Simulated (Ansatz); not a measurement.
# Tantalum, dhcp under r²SCAN: from relaxation to bulk modulus, part 2 of 2

What does r²SCAN give for tantalum in the dhcp structure? We relax it, solve it on a dense k-mesh, then scale the cell to 7 volumes from 88 to 112 % of the relaxed one and try a fit of the equation of state. Spin polarisation is left out. The k-meshes are 12×12×4 for the relaxation; 16×16×5 for the dense run; 14×14×4 for the volumes.

Ansatz 0.2.0; DFT, r2SCAN, plane waves (500 eV) with PAW, scalar-relativistic.

### 10 Volume × 1.12

Input file input.yaml:

```yaml
crystal:
  lattice:
    - [3.0459940641, 0.0, 0.0]
    - [-1.5229970321, 2.6379082393, 0.0]
    - [0.0, 0.0, 10.3556461809]
  atoms:
    - { symbol: Ta, position: [0.0, 0.0, 0.0] }
    - { symbol: Ta, position: [0.0, 0.0, 0.5] }
    - { symbol: Ta, position: [0.3333333333, 0.6666666667, 0.25] }
    - { symbol: Ta, position: [0.6666666667, 0.3333333333, 0.75] }
hamiltonian:
  xc: r2scan
  pseudopotentials:
    kind: paw
    azcp:
      Ta: "pseudopotentials/Ta.paw.azcp"
basis:
  ecutwfc: 500
  fft_grid_basis: typed
kpoints:
  mp_grid: { grid: [14, 14, 4], shift: [0, 0, 0] }
magnetization:
  spin_polarized: false
scf:
  occupations: { method: fermi_dirac, width: 0.1 }
  lower_state_search: "off"
output:
  stress: true
  write_density: true
  write_potential: true
  elf: true
  volumetric_format: npy
```

Launch:

```sh
$ ansatz run input.yaml --threads 1 --pin off --max-ram 3584MiB --backend cpu --events-out ev --progress --plain --runs-dir out
```

Standard output:

```text
Engine: ansatz 0.2.0, x86_64-unknown-linux-gnu
Pseudopotentials: kind: paw
Pseudopotential: Ta, paw, valence charge 13, recommended cutoff 500 eV (meta_gga), <dir>
Functional definition: r2SCAN
  parameter k0 = 0.174
  parameter k1 = 0.065
  parameter a1 = 4.9479
  exchange = r2scan_x(k0 = k0, k1 = k1, a1 = a1)
  correlation = r2scan_c
Crystal: 4 atoms, lattice volume = 83.208 Å³
Basis set: ecut = 500 eV, 2125 PW (Γ), exchange–correlation on 96×96×320 points (64 copies of the dense FFT grid, shifted against one another)
Bands: 32, of which v1, the nominal top of the filled ones, is band 26 counted from 1 (25 counted from 0)
Symmetry: 24 space group operations
Space group: P63/mmc (ITA 194), of the structure as read, at distance tolerance 4.4e-5 Å
k-points: 72 of 784
Non-local potential: Ta, projectors of the file, l = 0: 3, l = 1: 2, l = 2: 2, l = 3: 1
PAW form: soft (Blöchl's): semilocal exchange-correlation on the pseudo side does not see the compensation charge
PAW frozen core: Ta, regenerated for the run's functional (the file was generated under x = pbe(κ = 0.804, μ = 0.2195149727645171), c = pbe(β = 0.06672455060314922))
PAW one-centre angular grid: Ta, 590 points (default); XC on 160 Gauss nodes
Initial density: superposition of atomic densities (neutral atoms: chi_scale 0, normalization atom), corrected by the library's trained network
Initial wavefunctions: pseudopotential atomic-orbital guess
Functional: x = r2scan, c = r2scan; τ floored in thin density (d = 2e-4 eV/Å³)
SCF iter   1: F=-39775.674884 eV  HF=-39775.693111 eV  |F-HF|=1.82e-2  |Δ(HF+E_count)|=         —  Δρ=7.86e-3  dr2=7.77e-2  dr2_τ=5.02e-2  ethr=1.77e-3  ⟨swp⟩=4.2  Hψ=9529  notcnv=0
preconditioner: auto → Kerker (q_TF=auto, 2.523 Å⁻¹)  [metal: Δε(μ)=0.004 eV  Ē_g=3.802 eV  σ=0.100 eV  W_gap=0.01  n_scr=26 (ndim 8)  ℏωp=18.2 eV  f_vac=0.000  D(μ)=4.41/eV (n_scr^D=52)]
SCF iter   2: F=-39775.732465 eV  HF=-39775.727493 eV  |F-HF|=4.97e-3  |Δ(HF+E_count)|=   3.44e-2  Δρ=4.75e-3  dr2=7.31e-3  dr2_τ=3.06e-3  ethr=1.49e-4  ⟨swp⟩=1.1  Hψ=3195  notcnv=0
SCF iter   3: F=-39775.732529 eV  HF=-39775.731672 eV  |F-HF|=8.57e-4  |Δ(HF+E_count)|=   4.18e-3  Δρ=2.62e-3  dr2=3.05e-3  dr2_τ=3.88e-4  ethr=1.40e-5  ⟨swp⟩=2.1  Hψ=3108  notcnv=0
SCF iter   4: F=-39775.733189 eV  HF=-39775.733311 eV  |F-HF|=1.23e-4  |Δ(HF+E_count)|=   1.64e-3  Δρ=3.41e-4  dr2=1.68e-4  dr2_τ=9.74e-6  ethr=5.87e-6  ⟨swp⟩=3.0  Hψ=4744  notcnv=0
SCF iter   5: F=-39775.733307 eV  HF=-39775.733309 eV  |F-HF|=2.21e-6  |Δ(HF+E_count)|=   2.26e-6  Δρ=5.84e-5  dr2=4.75e-6  dr2_τ=4.80e-7  ethr=3.24e-7  ⟨swp⟩=2.0  Hψ=3094  notcnv=0
SCF iter   6: F=-39775.733312 eV  HF=-39775.733312 eV  |F-HF|=1.50e-7  |Δ(HF+E_count)|=   2.61e-6  Δρ=1.08e-5  dr2=2.32e-7  dr2_τ=4.22e-9  ethr=9.13e-9  ⟨swp⟩=2.1  Hψ=2958  notcnv=0
SCF iter   7: F=-39775.733312 eV  HF=-39775.733312 eV  |F-HF|=4.07e-10  |Δ(HF+E_count)|=   2.44e-9  Δρ=2.34e-6  dr2=3.79e-9  dr2_τ=2.41e-10  ethr=1.92e-10  ⟨swp⟩=9.2  Hψ=14798  notcnv=0
SCF 1 converged in 7 iterations: F = -39775.733312 eV  dr2 = 3.79e-9
SCF converged after 7 iterations
Free energy (F): -39775.733312 eV
Harris-Foulkes:  -39775.733312 eV  (|F-HF|=4.07e-10)
Internal energy: -39775.582189 eV  (E = F + TS)
E sigma→0 (E₀):  -39775.657751 eV
Entropy (-TS):   -0.151122 eV (-37.781 meV/atom)
Fermi energy:    16.066048 eV
--- Per-component energies (eV) ---
  E_band       = -620.863039
  E_kinetic    = 1448.724121
  E_local      = -2519.231703  (includes V_loc(G=0)·N_el)
  E_nonlocal   = 53.649652
  E_hartree    = 853.276176
  E_xc         = -810.487527
  E_vxc        = -877.522605  (∫ρ·V_xc dr)
  E_paw        = -33688.349816  (= ΣΔE_a)
  E_vpaw       = -477.050463  (= ΣTr[D̂ρ^β])
  E_aug_tail   = 0.000327  (compensation charges beyond the density's cutoff)
  E_vtau       = 44.015718  (kinetic-family band-sum trace: ∫τ·v_τ [+ j·A + Jᵃ·Aᵃ] dr)
  E_ewald      = -5110.138299
  E_core_change = -3.025121  (= ΣΔE_core)
  E_smearing   = -0.151122  (= −TS)
  E_closure    = 0.000000  (closes the sum)
  Σ components = -39775.733312   (vs F -39775.733312, Δ=0.00e0)
--- Stress (GPa, compression-positive) ---
      -18.323944      -0.000000       0.000000
       -0.000000     -18.323944       0.000000
        0.000000       0.000000     -18.377933
  P = ⅓ Tr σ = -18.3419 GPa (-183.419 kbar)
--- Band table (eV; the first three rows and the last of 72) ---
  k-point 0: bands = ["-53.7136", "-53.7048", "-53.6418", "-53.6329", "-19.8383", "-19.5236", "-19.4878", "-19.1822", "-19.1822", "-19.1637", "-19.1637", "-19.1565", "-19.0961", "-19.0961", "-19.0771", "-19.0771", "7.8998", "9.7545", "9.7845", "11.4498", "15.1520", "15.1636", "15.8487", "16.0765", "16.5559", "16.5559", "16.6098", "16.6098", "16.9932", "16.9932", "17.0831", "17.0831"]
  k-point 1: bands = ["-53.7125", "-53.7063", "-53.6404", "-53.6341", "-19.8136", "-19.6359", "-19.3731", "-19.1837", "-19.1800", "-19.1800", "-19.1670", "-19.1670", "-19.0927", "-19.0927", "-19.0795", "-19.0795", "8.0352", "9.0334", "10.5005", "11.3626", "15.0863", "15.4143", "15.6533", "15.9805", "16.5909", "16.5909", "16.6407", "16.6407", "16.9486", "16.9486", "17.0248", "17.0248"]
  k-point 2: bands = ["-53.7095", "-53.7095", "-53.6371", "-53.6371", "-19.7428", "-19.7428", "-19.2603", "-19.2603", "-19.1740", "-19.1740", "-19.1740", "-19.1740", "-19.0856", "-19.0856", "-19.0856", "-19.0856", "8.4277", "8.4277", "11.0601", "11.0601", "15.2861", "15.2861", "15.7285", "15.7285", "16.6574", "16.6574", "16.6574", "16.6574", "16.9273", "16.9273", "16.9273", "16.9273"]
  k-point 71: bands = ["-53.6509", "-53.6509", "-53.5878", "-53.5878", "-19.7226", "-19.7226", "-19.6496", "-19.6496", "-19.6001", "-19.6001", "-19.5071", "-19.5071", "-19.3442", "-19.3442", "-19.3053", "-19.3053", "13.5248", "13.5248", "13.6149", "13.6149", "14.1346", "14.1346", "14.2913", "14.2913", "15.4279", "15.4279", "15.5094", "15.5094", "17.5217", "17.5217", "18.6556", "18.6556"]
```

Wall time 35 s (1 thread of Intel Xeon Platinum 8259CL at 2.50GHz (Skylake/Cascade Lake), shared host); peak memory 0.82 GiB.

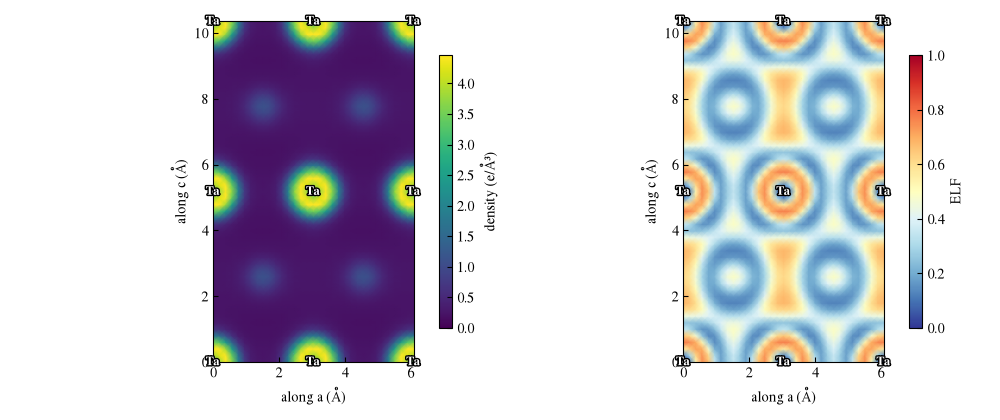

Density (left) and ELF (right) in a lattice plane of the grid's cell (edges 3.05 and 10.36 Å, at 0.000 of the third edge), which holds Ta. Only atoms in the plane are labelled. Both are smooth fields of the valence electrons: close to the nuclei they are not physical.

Outside the cores ELF peaks at 0.70 between the atoms, 1.8 Å from Ta.

### 11 Fitting the volumes

The cell was scaled evenly, with its shape and the fractional positions fixed.

```
V (Å³/atom)  E − E₀ (meV/atom)  P from the stress (GPa)  P from the fit (GPa)
     16.344              200.4                    31.93                 31.98
     17.087               82.8                    19.28                 19.20
     17.830               19.0                     8.76                  8.62
     18.573                0.0                    -0.01                 -0.16
     19.316               18.2                    -7.29                 -7.45
     20.059               67.2                   -13.34                -13.52
     20.802              141.9                   -18.34                -18.57
```

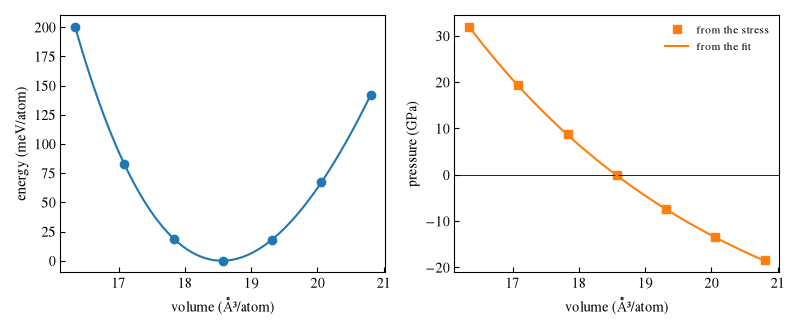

Energy and pressure against volume; the lines are the Birch-Murnaghan fit.

A third-order Birch-Murnaghan fit gives V₀ = 18.559 Å³/atom, B₀ = 200 GPa and B₀′ = 3.6; it misses no point by more than 0.06 meV/atom.

Fit and stress differ a little: one follows E(σ → 0), the other the smeared free energy.

### 12 Outcome

The summary covers parts 1 to 2.

| quantity | value |
| --- | --- |
| space group (spins left aside) | P6_3/mmc (No. 194) |
| conventional cell | a = 2.933 Å, c = 9.972 Å (c/a = 3.400) |
| volume | 18.573 Å³/atom |
| shortest distance | 2.933 Å |
| gap on the mesh | none (levels filled in part) |
| relative to bcc | +263 meV/atom |
| V₀, B₀, B₀′ | 18.559 Å³/atom, 200 GPa, 3.6 |

What this shows: The relaxation enlarged the cell by 2.8 % in volume. Against the reference form of tantalum (bcc, computed apart with the same settings) it stands 263 meV/atom higher, so it is far from stable. No gap shows: it is a metal or semimetal at this level. B₀ comes out at 200 GPa; letting shape and positions relax at each volume could only lower it. The symmetry was held, so the structure may be unstable against distortions that break it.
